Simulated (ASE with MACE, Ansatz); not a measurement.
**A vacancy of Ta at several sites of Σ17 (530)[001] symmetric tilt boundary in Ta with 14 % W, 10 of 10 solute atoms at the boundaries (72 atoms)**

Aim: make a vacancy of Ta at several sites of Σ17 (530)[001] symmetric tilt boundary in Ta with 14 % W, 10 of 10 solute atoms at the boundaries (72 atoms), relax each, and compare their energies.

Program: Ansatz 0.2.0. Level of theory: Kohn-Sham DFT, PBE, PAW (set soft_2), plane waves. Results are calculated unless marked as measured.

## 1. The starting structure

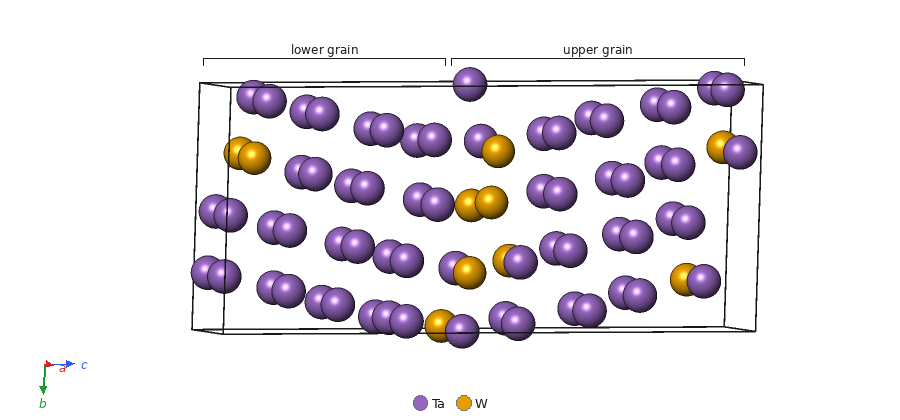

The cell as given, from the side, with the c axis across the page (tantalum purple, tungsten orange). Some periodic images of atoms are drawn too.

The cell holds 72 atoms: 62 Ta and 10 W. Cell: a = 6.603 Å, b = 9.766 Å, c = 21.009 Å, α = 90.0°, β = 90.0°, γ = 99.7°. It derives from Ta and W. Two grains of Ta, mirror images, two boundaries a cell, the joint chosen and relaxed with the MACE-MP-0b2 potential; the cell scaled by Vegard's rule for 10 W among 72 atoms, 10 of them put at random on the 24 sites nearest the other grain and the rest on the 24 sites farthest from it; atoms relaxed with that potential at fixed cell. Lattice constants are starting values near those of PBE. Regions: lower grain, 36 atoms (32 Ta and 4 W); upper grain, 36 atoms (6 W and 30 Ta).

What the set-up can't give: Spin–orbit coupling is left out, which matters for the levels of the heavy elements.

## 2. Single point at the start

The forces at the start show how far the geometry lies from a minimum of this functional.

File input.yaml:

```yaml
crystal:
  lattice:
    - [6.60282, 0.0, 0.0]
    - [-1.6507, 9.62518, 0.0]
    - [0.0, 0.0, 21.00894]
  atoms:
    - { symbol: Ta, position: [0.15354, 0.76678, 0.00339] }
    - { symbol: Ta, position: [0.32349, 0.51551, 0.00463] }
    - { symbol: W, position: [0.10958, 0.28489, 0.05977] }
    - { symbol: Ta, position: [0.28726, 0.05357, 0.07082] }
    - { symbol: Ta, position: [0.44754, 0.82289, 0.1103] }
    - { symbol: Ta, position: [0.13705, 0.58586, 0.12584] }
    - { symbol: Ta, position: [0.34758, 0.35729, 0.16184] }
    - { symbol: Ta, position: [0.03382, 0.11914, 0.18652] }
    - { symbol: Ta, position: [0.22229, 0.88688, 0.21509] }
    - { symbol: Ta, position: [0.4125, 0.64815, 0.23797] }
    - { symbol: Ta, position: [0.09772, 0.4188, 0.27107] }
    - { symbol: Ta, position: [0.2956, 0.18365, 0.29222] }
    - { symbol: Ta, position: [0.49452, 0.94636, 0.32608] }
    - { symbol: Ta, position: [0.18348, 0.70451, 0.34226] }
    - { symbol: Ta, position: [0.34404, 0.47141, 0.3863] }
    - { symbol: Ta, position: [0.02992, 0.23788, 0.39625] }
    - { symbol: W, position: [0.2735, 0.98519, 0.43793] }
    - { symbol: Ta, position: [0.45708, 0.74722, 0.45057] }
    - { symbol: W, position: [0.40548, 0.26483, 0.9491] }
    - { symbol: Ta, position: [0.59497, 0.02825, 0.94274] }
    - { symbol: W, position: [0.34144, 0.80129, 0.89203] }
    - { symbol: Ta, position: [0.52468, 0.56671, 0.8812] }
    - { symbol: Ta, position: [0.69477, 0.32867, 0.84856] }
    - { symbol: Ta, position: [0.39207, 0.09089, 0.82333] }
    - { symbol: Ta, position: [0.59373, 0.85966, 0.79033] }
    - { symbol: Ta, position: [0.28428, 0.61645, 0.76627] }
    - { symbol: Ta, position: [0.47458, 0.3855, 0.7382] }
    - { symbol: Ta, position: [0.66623, 0.1492, 0.71383] }
    - { symbol: Ta, position: [0.3549, 0.91618, 0.68249] }
    - { symbol: Ta, position: [0.54632, 0.67773, 0.65993] }
    - { symbol: Ta, position: [0.75985, 0.44378, 0.62495] }
    - { symbol: Ta, position: [0.44064, 0.20533, 0.60943] }
    - { symbol: Ta, position: [0.58747, 0.97171, 0.56358] }
    - { symbol: W, position: [0.28302, 0.72152, 0.56101] }
    - { symbol: W, position: [0.52531, 0.481, 0.51002] }
    - { symbol: W, position: [0.74644, 0.26969, 0.50646] }
    - { symbol: Ta, position: [0.65073, 0.7729, 0.00492] }
    - { symbol: Ta, position: [0.81936, 0.5219, 0.00338] }
    - { symbol: W, position: [0.57957, 0.29506, 0.0589] }
    - { symbol: Ta, position: [0.77686, 0.061, 0.07213] }
    - { symbol: Ta, position: [0.95067, 0.82765, 0.10901] }
    - { symbol: Ta, position: [0.63975, 0.58805, 0.12612] }
    - { symbol: Ta, position: [0.84647, 0.35606, 0.15847] }
    - { symbol: Ta, position: [0.53382, 0.11866, 0.18647] }
    - { symbol: Ta, position: [0.72572, 0.88799, 0.21562] }
    - { symbol: Ta, position: [0.91073, 0.64921, 0.23862] }
    - { symbol: Ta, position: [0.60308, 0.41908, 0.27154] }
    - { symbol: Ta, position: [0.78998, 0.1808, 0.29355] }
    - { symbol: Ta, position: [0.0031, 0.95141, 0.3292] }
    - { symbol: Ta, position: [0.68261, 0.71247, 0.34522] }
    - { symbol: Ta, position: [0.83015, 0.48239, 0.39103] }
    - { symbol: Ta, position: [0.53395, 0.22624, 0.39894] }
    - { symbol: Ta, position: [0.79531, 0.99708, 0.44674] }
    - { symbol: W, position: [0.98416, 0.75677, 0.44595] }
    - { symbol: Ta, position: [0.90916, 0.27579, 0.95182] }
    - { symbol: Ta, position: [0.08662, 0.03084, 0.94779] }
    - { symbol: Ta, position: [0.84355, 0.79848, 0.89495] }
    - { symbol: Ta, position: [0.03026, 0.55984, 0.88107] }
    - { symbol: Ta, position: [0.19977, 0.32891, 0.84634] }
    - { symbol: Ta, position: [0.89032, 0.09133, 0.8258] }
    - { symbol: Ta, position: [0.09543, 0.85756, 0.79222] }
    - { symbol: Ta, position: [0.78039, 0.61866, 0.76935] }
    - { symbol: Ta, position: [0.97311, 0.38598, 0.73855] }
    - { symbol: Ta, position: [0.16324, 0.14762, 0.71432] }
    - { symbol: Ta, position: [0.85252, 0.91553, 0.68135] }
    - { symbol: Ta, position: [0.03871, 0.67806, 0.66334] }
    - { symbol: Ta, position: [0.24985, 0.44171, 0.62351] }
    - { symbol: Ta, position: [0.93567, 0.19269, 0.60892] }
    - { symbol: Ta, position: [0.1018, 0.95879, 0.56853] }
    - { symbol: Ta, position: [0.78842, 0.71925, 0.55279] }
    - { symbol: W, position: [0.07605, 0.50128, 0.49902] }
    - { symbol: Ta, position: [0.22715, 0.23746, 0.50438] }
kpoints:
  mp_grid: { grid: [2, 2, 1] }
hamiltonian:
  xc: pbe
scf:
  occupations: { method: fermi_dirac, width: 0.1 }
output:
  forces: true
```

Run with:

```
ansatz run input.yaml --threads 6 --pin off --max-ram 102400MiB --backend cuda --events-out ev --progress --plain --runs-dir out
```

Numbers of over 12 decimals in the logs are rounded to 6 here.

The log of the run:

```text
[...]
Pseudopotentials: kind: paw
Pseudopotential: Ta, paw, valence charge 13, recommended cutoff 420 eV (normal), Ta.paw.azcp
Pseudopotential: W, paw, valence charge 14, recommended cutoff 420 eV (normal), W.paw.azcp
[... 5 lines on functional and potentials left out ...]
device memory: the entry about to start is reckoned to put 17.8 GiB on a device that reports 70.0 GiB free
GPU FFT provider: cuFFT
GPU libraries: cuBLAS 13.8.2, cuFFT 12.4.0, cuSOLVER 12.3.4
Crystal: 72 atoms, lattice volume = 1335.188 Å³
Basis set: ecut = 420 eV, 26013 PW (Γ), exchange–correlation on 90×144×288 points (8 copies of the dense FFT grid, shifted against one another)
Bands: 568, of which v1, the nominal top of the filled ones, is band 473 counted from 1 (472 counted from 0)
Symmetry: 1 space group operations
Space group: P1 (ITA 1), of the structure as read, at distance tolerance 1.1e-4 Å
k-points: 4
[... 5 lines on functional and potentials left out ...]
Initial density: superposition of atomic densities (neutral atoms: chi_scale 0, normalization atom), corrected by the library's trained network
Initial wavefunctions: pseudopotential atomic-orbital guess
GPU buffer pool allocated for 466560 grid points (all kernels)
GPU transforms: local potential and band sums: pruned to the plane-wave sphere, on 45×72×144
[...]
SCF iter   1: F=—  HF=-719637.955312 eV  |F-HF|=—  |Δ(HF+E_count)|=         —  Δρ=7.55e-3  dr2=1.55e1  ethr=1.77e-3  ⟨swp⟩=7.5  Hψ=9750  notcnv=0  defer=10
preconditioner: auto → Kerker (q_TF=auto, 2.576 Å⁻¹)  [metal: Δε(μ)=0.011 eV  Ē_g=4.032 eV  σ=0.100 eV  W_gap=0.03  n_scr=376 (ndim 8)  ℏωp=19.5 eV  f_vac=0.000  D(μ)=73.00/eV (n_scr^D=714)]
[...]
SCF iter   6: F=—  HF=-719637.577130 eV  |F-HF|=—  |Δ(HF+E_count)|=   7.81e-3  Δρ=7.30e-6  dr2=9.73e-7  ethr=2.14e-9  ⟨swp⟩=2.0  Hψ=3866  notcnv=0  defer=6
SCF iter   7: F=-719637.577130 eV  HF=-719637.577130 eV  |F-HF|=2.74e-8  |Δ(HF+E_count)|=   9.87e-8  Δρ=1.49e-6  dr2=5.12e-8  ethr=1.06e-11  ⟨swp⟩=4.0  Hψ=6937  notcnv=0
SCF 1 converged in 7 iterations: F = -719637.577130 eV  dr2 = 5.12e-8
[...]
SCF converged after 7 iterations
Free energy (F): -719637.577130 eV
Harris-Foulkes:  -719637.577130 eV  (|F-HF|=2.74e-8)
Internal energy: -719635.099491 eV  (E = F + TS)
E sigma→0 (E₀):  -719636.338310 eV
Entropy (-TS):   -2.477639 eV (-34.412 meV/atom)
Fermi energy:    18.225900 eV
--- Per-component energies (eV) ---
[...]
Σ components = -719637.577130   (vs F -719637.577130, Δ=0.00e0)
--- Forces (eV/Å), atoms counted from 1 ---
  atom   1  Ta    -0.05684967     0.40468467    -0.51385342
  atom   2  Ta     0.06221888    -0.10422243     0.02271023
  atom   3  W     -0.83874188     0.19770938    -0.21319921
  atom   4  Ta     0.01319780     0.40763241     0.32438001
[...]
atom  72  Ta     0.30172066     0.18635428    -0.14376743
  max |Σ_I F_I| component: 5.42e-5 eV/Å
```

Run time: 3.9 s. Hardware: 1 × NVIDIA H100 80GB HBM3 with 6 threads of AMD EPYC 7R13 (Zen 3), shared host; peak memory 1.4 GiB; 7.5 s of CPU time.

That memory is the host's; the program planned 17.8 GiB on the GPU.

The r.m.s. force at the start is 0.31 eV/Å.

## 3. Relaxation

With the cell held, the atoms are moved downhill towards a nearby minimum.

File input.yaml:

```yaml
crystal:
  lattice:
    - [6.60282, 0.0, 0.0]
    - [-1.6507, 9.62518, 0.0]
    - [0.0, 0.0, 21.00894]
  atoms:
    [... the 72 atom lines of step 2 ...]
kpoints:
  mp_grid: { grid: [2, 2, 1] }
hamiltonian:
  xc: pbe
scf:
  occupations: { method: fermi_dirac, width: 0.1 }
output:
  forces: true
relax:
  f_tol: 0.05
  max_steps: 150
```

The log of the run:

```text
[...]
GPU FFT provider: cuFFT
GPU libraries: cuBLAS 13.8.2, cuFFT 12.4.0, cuSOLVER 12.3.4
Crystal: 72 atoms, lattice volume = 1335.188 Å³
Basis set: ecut = 420 eV, 26013 PW (Γ), exchange–correlation on 90×144×288 points (8 copies of the dense FFT grid, shifted against one another)
Bands: 568, of which v1, the nominal top of the filled ones, is band 473 counted from 1 (472 counted from 0)
Symmetry: 1 space group operations
[...]
k-points: 4
[...]
GPU buffer pool allocated for 466560 grid points (all kernels)
[...]
SCF iter   1: F=—  HF=-719637.955307 eV  |F-HF|=—  |Δ(HF+E_count)|=         —  Δρ=7.55e-3  dr2=1.55e1  ethr=1.77e-3  ⟨swp⟩=7.5  Hψ=9750  notcnv=0  defer=10
[...]
SCF iter   6: F=-719637.577129 eV  HF=-719637.577130 eV  |F-HF|=4.23e-7  |Δ(HF+E_count)|=   2.71e-6  Δρ=7.27e-6  dr2=9.72e-7  ethr=2.13e-9  ⟨swp⟩=2.0  Hψ=6148  notcnv=0
SCF 1 converged in 6 iterations: F = -719637.577129 eV  dr2 = 9.72e-7
[...]
relax step   1: F+E_penalty+E_count = -719637.57712931 eV  Δ(F+E_penalty+E_count) = +0.000e0 eV  max|allowed force component| = 1.081e0 eV/Å  Δτ_max = 0.0000 Å  (6 SCF iters, dr2 threshold 6.25e-5 eV, accepted)
[... from here on, the SCF cycles and remarks between the steps are left out ...]
relax step   2: F+E_penalty+E_count = -719638.60508668 eV  Δ(F+E_penalty+E_count) = -1.028e0 eV  max|allowed force component| = 8.722e-1 eV/Å  Δτ_max = 0.1949 Å  (6 SCF iters, dr2 threshold 7.30e-5 eV, accepted)
relax step   3: F+E_penalty+E_count = -719639.06752991 eV  Δ(F+E_penalty+E_count) = -4.624e-1 eV  max|allowed force component| = 3.123e-1 eV/Å  Δτ_max = 0.2000 Å  (6 SCF iters, dr2 threshold 4.75e-5 eV, accepted)
relax step   4: F+E_penalty+E_count = -719639.15388558 eV  Δ(F+E_penalty+E_count) = -8.636e-2 eV  max|allowed force component| = 8.126e-1 eV/Å  Δτ_max = 0.2000 Å  (6 SCF iters, dr2 threshold 1.25e-5 eV, accepted)
relax step   5: F+E_penalty+E_count = -719639.30516349 eV  Δ(F+E_penalty+E_count) = -1.513e-1 eV  max|allowed force component| = 2.998e-1 eV/Å  Δτ_max = 0.2000 Å  (6 SCF iters, dr2 threshold 8.47e-5 eV, accepted)
relax step   6: F+E_penalty+E_count = -719639.51455356 eV  Δ(F+E_penalty+E_count) = -2.094e-1 eV  max|allowed force component| = 1.687e-1 eV/Å  Δτ_max = 0.2000 Å  (6 SCF iters, dr2 threshold 1.22e-5 eV, accepted)
relax step   7: F+E_penalty+E_count = -719639.55711706 eV  Δ(F+E_penalty+E_count) = -4.256e-2 eV  max|allowed force component| = 3.689e-1 eV/Å  Δτ_max = 0.1904 Å  (6 SCF iters, dr2 threshold 3.87e-6 eV, accepted)
relax step   8: F+E_penalty+E_count = -719639.65749374 eV  Δ(F+E_penalty+E_count) = -1.004e-1 eV  max|allowed force component| = 1.307e-1 eV/Å  Δτ_max = 0.2000 Å  (6 SCF iters, dr2 threshold 4.31e-5 eV, accepted)
relax step   9: F+E_penalty+E_count = -719639.67974973 eV  Δ(F+E_penalty+E_count) = -2.226e-2 eV  max|allowed force component| = 2.252e-1 eV/Å  Δτ_max = 0.1166 Å  (7 SCF iters, accepted)
relax step  10: F+E_penalty+E_count = -719639.72125278 eV  Δ(F+E_penalty+E_count) = -4.150e-2 eV  max|allowed force component| = 2.781e-1 eV/Å  Δτ_max = 0.0716 Å  (6 SCF iters, dr2 threshold 6.36e-6 eV, accepted)
relax step  11: F+E_penalty+E_count = -719639.77966079 eV  Δ(F+E_penalty+E_count) = -5.841e-2 eV  max|allowed force component| = 2.076e-1 eV/Å  Δτ_max = 0.0625 Å  (6 SCF iters, dr2 threshold 7.74e-5 eV, accepted)
relax step  12: F+E_penalty+E_count = -719639.80812689 eV  Δ(F+E_penalty+E_count) = -2.847e-2 eV  max|allowed force component| = 3.460e-1 eV/Å  Δτ_max = 0.1952 Å  (6 SCF iters, dr2 threshold 2.40e-5 eV, accepted)
relax step  13: F+E_penalty+E_count = -719639.88000909 eV  Δ(F+E_penalty+E_count) = -7.188e-2 eV  max|allowed force component| = 2.364e-1 eV/Å  Δτ_max = 0.1149 Å  (6 SCF iters, dr2 threshold 6.67e-5 eV, accepted)
relax step  14: F+E_penalty+E_count = -719640.05067845 eV  Δ(F+E_penalty+E_count) = -1.707e-1 eV  max|allowed force component| = 1.685e-1 eV/Å  Δτ_max = 0.2000 Å  (6 SCF iters, dr2 threshold 2.61e-5 eV, accepted)
relax step  15: F+E_penalty+E_count = -719640.13281972 eV  Δ(F+E_penalty+E_count) = -8.214e-2 eV  max|allowed force component| = 3.188e-1 eV/Å  Δτ_max = 0.1945 Å  (6 SCF iters, dr2 threshold 1.33e-5 eV, accepted)
relax step  16: F+E_penalty+E_count = -719640.24067163 eV  Δ(F+E_penalty+E_count) = -1.079e-1 eV  max|allowed force component| = 1.070e-1 eV/Å  Δτ_max = 0.1836 Å  (6 SCF iters, dr2 threshold 5.16e-5 eV, accepted)
relax step  17: F+E_penalty+E_count = -719640.25880282 eV  Δ(F+E_penalty+E_count) = -1.813e-2 eV  max|allowed force component| = 6.670e-2 eV/Å  Δτ_max = 0.0582 Å  (7 SCF iters, accepted)
relax step  18: F+E_penalty+E_count = -719640.26580640 eV  Δ(F+E_penalty+E_count) = -7.004e-3 eV  max|allowed force component| = 6.532e-2 eV/Å  Δτ_max = 0.0396 Å  (7 SCF iters, accepted)
relax step  19: F+E_penalty+E_count = -719640.26918237 eV  Δ(F+E_penalty+E_count) = -3.376e-3 eV  max|allowed force component| = 5.082e-2 eV/Å  Δτ_max = 0.0223 Å  (6 SCF iters, accepted)
relax step  20: F+E_penalty+E_count = -719640.27336441 eV  Δ(F+E_penalty+E_count) = -4.182e-3 eV  max|allowed force component| = 3.017e-2 eV/Å  Δτ_max = 0.0234 Å  (6 SCF iters, accepted)
SCF converged after 6 iterations
Free energy (F): -719640.273364 eV
[...]
Internal energy: -719637.890922 eV  (E = F + TS)
E sigma→0 (E₀):  -719639.082143 eV
Entropy (-TS):   -2.382443 eV (-33.089 meV/atom)
Fermi energy:    18.206407 eV
[...]
--- Forces (eV/Å), atoms counted from 1 ---
  atom   1  Ta     0.01118966    -0.00507054    -0.00263070
  atom   2  Ta     0.00799458     0.01373723    -0.00017440
  atom   3  W     -0.00397597    -0.00540324    -0.01405148
  atom   4  Ta     0.01617078     0.00738702    -0.00843221
  atom   5  Ta     0.00563747     0.00413149     0.00356099
  atom   6  Ta    -0.00143216     0.00186832    -0.00373044
  atom   7  Ta    -0.01472409     0.00199976    -0.01848233
  atom   8  Ta    -0.00983794    -0.00947135    -0.00314355
  atom   9  Ta    -0.01221133     0.00259068     0.00257575
  atom  10  Ta     0.00716492     0.00128638     0.00680613
  atom  11  Ta    -0.00292119    -0.00178297     0.02066166
  atom  12  Ta     0.00456259    -0.00223000     0.00108276
  atom  13  Ta    -0.00414684     0.00867606    -0.01274730
  atom  14  Ta     0.02052456     0.00061675    -0.01859903
[...]
atom  71  W     -0.00181135    -0.02360660    -0.00782992
  atom  72  Ta    -0.01033178    -0.01024894     0.00443013
  max |Σ_I F_I| component: 2.92e-5 eV/Å
--- Relaxed structure (20 steps of the walk, 20 accepted, 0 SCFs on fresh bases) ---
  F+E_penalty+E_count = -719640.27336441 eV   max|allowed force component| = 3.017e-2 eV/Å
  atoms:
    - { symbol: Ta, position: [0.214651, 0.857900, -0.00710591] }
    - { symbol: Ta, position: [0.398491, 0.615450, 0.019162] }
    - { symbol: W, position: [0.095427, 0.386480, 0.045714] }
    - { symbol: Ta, position: [0.289639, 0.153065, 0.070732] }
[...]
- { symbol: Ta, position: [0.172922, 0.173562, 0.493386] }
```

It took 42 s on 1 × NVIDIA H100 80GB HBM3 with 6 threads; peak memory 1.4 GiB.

That memory is the host's; the program planned 17.8 GiB on the GPU.

The relaxation converged after 20 steps, 2.70 eV below its start, with a largest force component of 0.030 eV/Å.

(Continued in part 2 of 3.)

[Logs are printed without paths, hosts, clocks, repeated set-up lines and the standing remarks that a program may print on its own settings, such as how far it seeks lower states.]

[Hosts, paths, dates, database ids (printed as entryN), source tags and the programs' standing remarks are cut or masked in the printed files.]
